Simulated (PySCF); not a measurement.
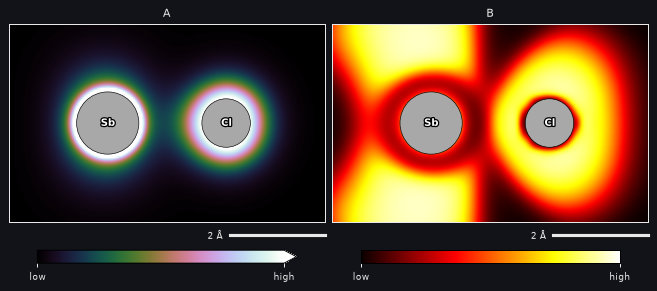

SbCl (charge −1, doublet): 2 fields on a plane that holds the molecular axis, with unlabelled colour scales. Grey discs cover the atomic cores.

Core potentials replace the inner electrons of Sb.

These are results of PBE0/def2-TZVPPD, non-relativistic Hamiltonian with scalar-relativistic core potentials where named, at a bond length of 2.486 Å (PySCF), not measurements.

Q: The panels show electron density and electron localisation function in some order. Assign them.

A: Panel A: electron density. Panel B: electron localisation function. From the grid: Sb–Cl (2.49 Å): the density is about 0.46 e/Å³ at the midpoint; the ELF peaks at about 0.85 in the valence shell of Cl, 0.8 Å from its nucleus, and drops to about 0.15 between the two atoms.
